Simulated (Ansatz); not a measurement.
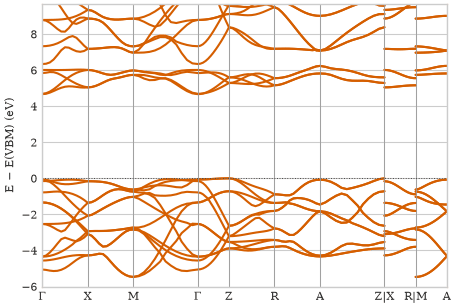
Fig. 1. Band structure from DFT-PBE in the program Ansatz with PAW potentials

Task: Read off the gap and where the band edges lie.

Result: About 4.7 eV (4.67 eV by a search for the band edges); maximum at Z, minimum at Γ.

The material is HfO2 in space group P4_2/nmc (No. 137; Hf on 2a, O on 4d).

This is a known high-temperature phase of the composition, computed here at zero pressure and temperature. The PBE relaxation kept the symmetry of its start; phonons on a q-mesh show weakly imaginary modes. The run is not spin-polarised. Spin–orbit coupling is left out wherever it is not named.

Potentials: the later of the program's two PAW sets.
